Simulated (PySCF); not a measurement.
CH3O4W (charge −1): geometry relaxation

- system: CH3O4W, charge −1
- method: PBE0-D3(BJ)/def2-SVP geometry optimisation, gas phase (PySCF 2.14.0)

It belongs to a series of runs on one base structure; here: ligand: Cl to OMe.

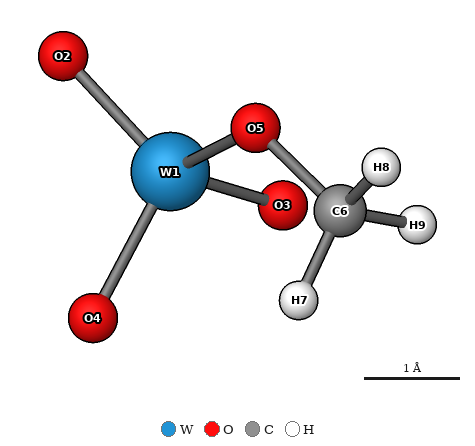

Figure 1. The structure as given in the input (ball-and-stick view, seen at a tilt; atoms are numbered from 1 in the order of the input). Sticks mark near contacts. Bond lengths as drawn: C–H 1.07 to 1.09 Å, C–O 1.37 Å and O–W 1.62 to 2.00 Å.

### Summary

| quantity | value |
| --- | --- |
| outcome | converged |
| total energy | −407.515710 hartree |
| point group | C1 |
| hardware | 1 CPU thread, shared host |
| wall time | 100 s |
| peak memory | 0.47 GiB |

### Input
```
{"job": {"xc": "PBE0", "basis": "def2-SVP", "d3": "d3bj", "grid": 1, "maxiter": 30, "shake": 0.03, "kind": "geom"}, "charge": -1, "multiplicity": 1}
W      0.545820     0.787000     1.116220
O      0.390610     0.752730     2.810680
O      2.021920     0.774560     0.443140
O     -0.280450     2.202000     0.428150
O     -0.438480    -0.766520     0.337080
C     -0.529720    -0.906280    -1.018710
H     -1.030480    -0.087630    -1.488290
H     -1.026330    -1.839030    -1.241280
H      0.479850    -0.986260    -1.412640
```

The first line tells a small driver script what to run in PySCF; the rest is the geometry in Å.

Command:
```bash
OMP_NUM_THREADS=1 python <driver script> task.json out
```

### What the program printed
```
step   0  E = -407.48399364  max force = 0.197108
step   1  E = -407.50849981  max force = 0.063882
step   2  E = -407.51487471  max force = 0.023474
step   3  E = -407.51541094  max force = 0.008963
step   4  E = -407.51551552  max force = 0.002404
step   5  E = -407.51556886  max force = 0.001498
step   6  E = -407.51561910  max force = 0.002021
step   7  E = -407.51563293  max force = 0.000523
step   8  E = -407.51564279  max force = 0.000597
step   9  E = -407.51566063  max force = 0.001574
step  10  E = -407.51568534  max force = 0.001711
step  11  E = -407.51570372  max force = 0.000997
step  12  E = -407.51571021  max force = 0.000162
optimisation converged
```

### Trajectory as extended XYZ (Å, eV, eV/Å), 13 frames, from step=0 to step=12
```
9
Properties=species:S:1:pos:R:3:forces:R:3 step=0 energy=-11088.20425
W     0.5458    0.7870    1.1162  -10.1357   0.2803  -1.7446
O     0.3906    0.7527    2.8107    0.6067  -0.0691   3.4005
O     2.0219    0.7746    0.4431    8.4440  -0.2129  -2.6568
O    -0.2804    2.2020    0.4281    0.4664  -0.6253   0.5910
O    -0.4385   -0.7665    0.3371    0.3919   0.9501   1.7559
C    -0.5297   -0.9063   -1.0187    0.9737  -0.5918   0.7031
H    -1.0305   -0.0876   -1.4883   -0.7039   1.0029  -0.7512
H    -1.0263   -1.8390   -1.2413   -0.6327  -0.7514  -0.4334
H     0.4798   -0.9863   -1.4126    0.5896   0.0173  -0.8643
9
Properties=species:S:1:pos:R:3:forces:R:3 step=1 energy=-11088.87110
W     0.4554    0.8086    1.0886    3.2850   0.0917   1.7548
O     0.4172    0.7653    2.8857   -0.2389   0.0659  -2.3705
O     2.1873    0.7747    0.5491   -2.8631   0.0329   0.6750
O    -0.3041    2.2434    0.4555   -0.0707  -0.0932   0.0731
O    -0.4364   -0.7373    0.3458    0.1077  -0.0270  -0.3218
C    -0.5189   -0.9295   -1.0311   -0.2050  -0.2148  -0.0763
H    -1.0850   -0.1167   -1.5269   -0.0102   0.0071  -0.0264
H    -1.0473   -1.8807   -1.2472   -0.0162   0.0595   0.0424
H     0.4645   -0.9972   -1.5453    0.0114   0.0780   0.2498
9
Properties=species:S:1:pos:R:3:forces:R:3 step=2 energy=-11089.04457
W     0.4803    0.8137    1.0971    1.2071  -0.2697  -0.0634
O     0.4037    0.7552    2.8432   -0.0605   0.0113  -0.1137
O     2.1621    0.7866    0.5466   -0.9709   0.0337   0.2881
O    -0.3014    2.2411    0.4813   -0.1549   0.2793  -0.0620
O    -0.4234   -0.7284    0.3400    0.0188  -0.0039  -0.1852
C    -0.5222   -0.9323   -1.0322   -0.0242  -0.1024   0.0696
H    -1.0802   -0.1193   -1.5392   -0.0003  -0.0056   0.0033
H    -1.0560   -1.8820   -1.2378   -0.0036   0.0358   0.0205
H     0.4697   -1.0039   -1.5247   -0.0114   0.0216   0.0428
9
Properties=species:S:1:pos:R:3:forces:R:3 step=3 energy=-11089.05916
W     0.4908    0.8202    1.0984   -0.4609   0.2435  -0.1059
O     0.3993    0.7401    2.8403    0.0449  -0.0315   0.0329
O     2.1473    0.8107    0.5548    0.1772   0.0086  -0.0320
O    -0.3040    2.2685    0.5068    0.1705  -0.2653   0.1046
O    -0.4135   -0.7217    0.3264    0.0750   0.0939  -0.0377
C    -0.5202   -0.9420   -1.0396   -0.0045  -0.0432   0.0893
H    -1.0727   -0.1309   -1.5551   -0.0034   0.0016  -0.0133
H    -1.0650   -1.8877   -1.2284   -0.0024  -0.0030  -0.0132
H     0.4707   -1.0265   -1.5294    0.0036  -0.0047  -0.0246
9
Properties=species:S:1:pos:R:3:forces:R:3 step=4 energy=-11089.06200
W     0.4844    0.8269    1.0987   -0.1018  -0.0883   0.0670
O     0.3992    0.7315    2.8405    0.0039  -0.0067   0.0420
O     2.1436    0.8252    0.5589    0.1236   0.0143  -0.0429
O    -0.3057    2.2720    0.5192   -0.0439   0.0935  -0.0299
O    -0.4103   -0.7137    0.3213    0.0310   0.0295  -0.0800
C    -0.5174   -0.9455   -1.0420   -0.0173  -0.0372   0.0680
H    -1.0676   -0.1375   -1.5655   -0.0001  -0.0002  -0.0079
H    -1.0659   -1.8906   -1.2234    0.0003  -0.0028  -0.0093
H     0.4725   -1.0378   -1.5333    0.0043  -0.0021  -0.0070
9
Properties=species:S:1:pos:R:3:forces:R:3 step=5 energy=-11089.06345
W     0.4785    0.8349    1.1020    0.0746  -0.0771   0.0168
O     0.3969    0.7218    2.8435   -0.0131   0.0038   0.0047
O     2.1412    0.8477    0.5630   -0.0375   0.0072   0.0050
O    -0.3152    2.2838    0.5359   -0.0444   0.0587  -0.0096
O    -0.4058   -0.7061    0.3133    0.0248   0.0330  -0.0580
C    -0.5133   -0.9522   -1.0464   -0.0114  -0.0236   0.0394
H    -1.0585   -0.1475   -1.5806    0.0020  -0.0012   0.0002
H    -1.0673   -1.8960   -1.2194    0.0020  -0.0010   0.0001
H     0.4761   -1.0559   -1.5369    0.0030   0.0001   0.0013
9
Properties=species:S:1:pos:R:3:forces:R:3 step=6 energy=-11089.06482
W     0.4671    0.8501    1.1068    0.1039  -0.0111   0.0151
O     0.3864    0.7032    2.8460   -0.0162   0.0059  -0.0138
O     2.1308    0.8962    0.5715   -0.0592   0.0022   0.0125
O    -0.3425    2.3026    0.5700   -0.0294   0.0096  -0.0031
O    -0.3932   -0.6902    0.2962   -0.0023   0.0008  -0.0143
C    -0.5011   -0.9656   -1.0551   -0.0084  -0.0054  -0.0148
H    -1.0349   -0.1671   -1.6106    0.0043  -0.0025   0.0073
H    -1.0675   -1.9055   -1.2090    0.0056  -0.0010   0.0038
H     0.4876   -1.0932   -1.5416    0.0018   0.0016   0.0072
9
Properties=species:S:1:pos:R:3:forces:R:3 step=7 energy=-11089.06520
W     0.4604    0.8580    1.1096    0.0269  -0.0108  -0.0040
O     0.3751    0.6981    2.8473   -0.0061   0.0042  -0.0111
O     2.1240    0.9241    0.5784   -0.0215   0.0059   0.0078
O    -0.3634    2.3064    0.5822   -0.0096  -0.0064  -0.0013
O    -0.3854   -0.6850    0.2883    0.0020   0.0032   0.0207
C    -0.4920   -0.9728   -1.0595   -0.0009   0.0075  -0.0210
H    -1.0211   -0.1773   -1.6237    0.0022  -0.0026   0.0035
H    -1.0622   -1.9117   -1.2057    0.0054  -0.0016   0.0031
H     0.4973   -1.1092   -1.5424    0.0016   0.0007   0.0024
9
Properties=species:S:1:pos:R:3:forces:R:3 step=8 energy=-11089.06546
W     0.4521    0.8630    1.1110   -0.0227   0.0307  -0.0089
O     0.3592    0.6987    2.8477    0.0012  -0.0012   0.0018
O     2.1167    0.9491    0.5871    0.0101   0.0049   0.0013
O    -0.3864    2.3037    0.5840    0.0071  -0.0191   0.0014
O    -0.3772   -0.6842    0.2841   -0.0028  -0.0217   0.0226
C    -0.4811   -0.9785   -1.0621    0.0012   0.0092  -0.0193
H    -1.0097   -0.1861   -1.6308    0.0003  -0.0020   0.0011
H    -1.0501   -1.9186   -1.2045    0.0044  -0.0017   0.0002
H     0.5093   -1.1165   -1.5422    0.0014   0.0009   0.0000
9
Properties=species:S:1:pos:R:3:forces:R:3 step=9 energy=-11089.06595
W     0.4364    0.8713    1.1129   -0.0810   0.0223  -0.0195
O     0.3280    0.7066    2.8485    0.0088  -0.0034   0.0068
O     2.1037    0.9885    0.6049    0.0386   0.0055  -0.0051
O    -0.4254    2.2946    0.5768    0.0186  -0.0115   0.0027
O    -0.3629   -0.6888    0.2804    0.0089  -0.0259   0.0295
C    -0.4614   -0.9880   -1.0651    0.0053   0.0166  -0.0013
H    -0.9953   -0.2013   -1.6365   -0.0030  -0.0016  -0.0052
H    -1.0219   -1.9334   -1.2056    0.0022  -0.0024  -0.0026
H     0.5315   -1.1188   -1.5420    0.0016   0.0004  -0.0053
9
Properties=species:S:1:pos:R:3:forces:R:3 step=10 energy=-11089.06662
W     0.4128    0.8805    1.1136   -0.0880   0.0376  -0.0192
O     0.2818    0.7223    2.8480    0.0103  -0.0060   0.0155
O     2.0844    1.0365    0.6302    0.0417  -0.0005  -0.0086
O    -0.4758    2.2791    0.5568    0.0225  -0.0059   0.0050
O    -0.3423   -0.7003    0.2799    0.0122  -0.0373   0.0119
C    -0.4334   -0.9993   -1.0665    0.0038   0.0143   0.0146
H    -0.9822   -0.2224   -1.6369   -0.0044  -0.0006  -0.0072
H    -0.9749   -1.9555   -1.2083    0.0002  -0.0026  -0.0051
H     0.5623   -1.1103   -1.5423    0.0018   0.0010  -0.0069
9
Properties=species:S:1:pos:R:3:forces:R:3 step=11 energy=-11089.06712
W     0.3958    0.8857    1.1129   -0.0513   0.0101  -0.0093
O     0.2486    0.7375    2.8469    0.0062  -0.0032   0.0087
O     2.0711    1.0608    0.6474    0.0220  -0.0022  -0.0068
O    -0.5049    2.2677    0.5357    0.0109   0.0040   0.0032
O    -0.3278   -0.7129    0.2831    0.0121  -0.0165  -0.0004
C    -0.4149   -1.0057   -1.0655    0.0025   0.0087   0.0199
H    -0.9811   -0.2373   -1.6303   -0.0037  -0.0004  -0.0057
H    -0.9361   -1.9724   -1.2122   -0.0002  -0.0019  -0.0038
H     0.5820   -1.0928   -1.5437    0.0014   0.0015  -0.0058
9
Properties=species:S:1:pos:R:3:forces:R:3 step=12 energy=-11089.06730
W     0.3893    0.8863    1.1123   -0.0029   0.0024   0.0016
O     0.2366    0.7438    2.8464    0.0005  -0.0011   0.0027
O     2.0665    1.0631    0.6532    0.0014  -0.0007  -0.0025
O    -0.5113    2.2646    0.5260    0.0000   0.0021   0.0020
O    -0.3223   -0.7196    0.2857    0.0015  -0.0034  -0.0080
C    -0.4091   -1.0067   -1.0642    0.0006  -0.0003   0.0084
H    -0.9867   -0.2431   -1.6243   -0.0019  -0.0002  -0.0007
H    -0.9179   -1.9793   -1.2148    0.0006  -0.0009  -0.0015
H     0.5876   -1.0784   -1.5458    0.0002   0.0020  -0.0019
```

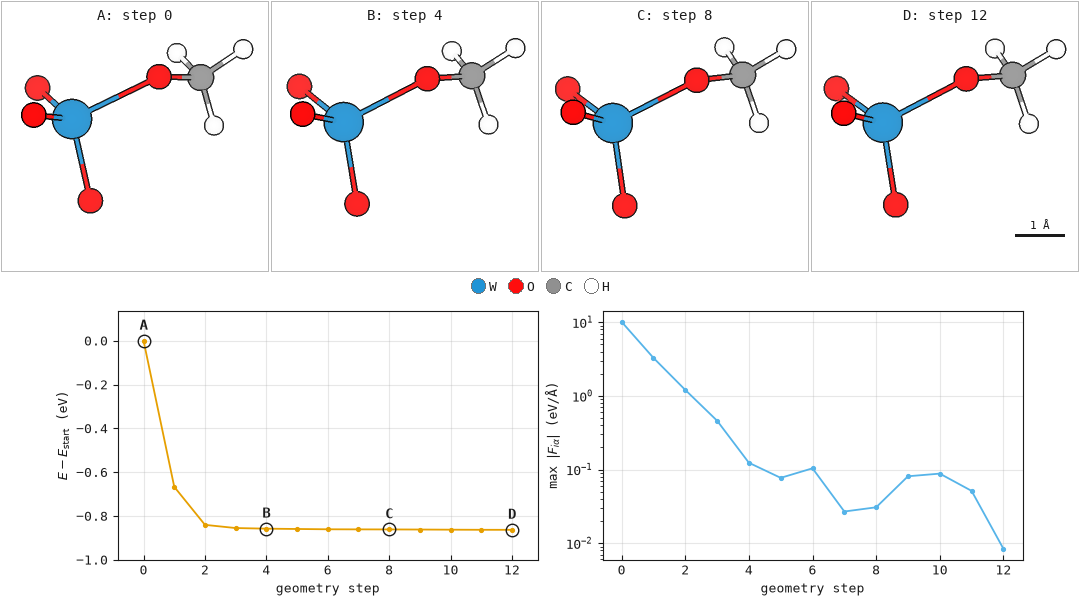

Figure 2. Frames of the relaxation (ball-and-stick view, seen at a tilt) above the curves, on which the letters mark them (steps are counted from 0).

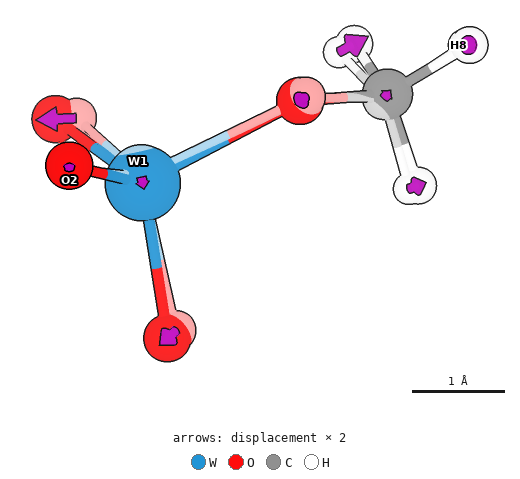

Figure 3. Start (faint) and end (solid) with the displacements as pink arrows, magnified 2 times (ball-and-stick view, seen at a tilt). The two geometries are laid on each other by the best rigid fit. Over 12 geometry steps the energy falls by 0.863 eV. Largest force component: 10 eV/Å at the start, 0.0084 eV/Å at the end. O3 moves most after the best rigid fit: 0.23 Å. Largest moves by element: O 0.23 Å, H 0.21 Å, W 0.08 Å, C 0.06 Å. Among the contacts that change: W1–O3 1.622 → 1.748 Å, W1–O5 1.997 → 1.941 Å, W1–O2 1.702 → 1.747 Å, C6–H7 1.068 → 1.109 Å. Among the angles that change: O2–W1–O3 119.7° → 110.7°, W1–O5–C6 120.0° → 127.6°, O4–W1–O5 103.8° → 108.7°. (Atoms are counted from 1 in the order of the input.)
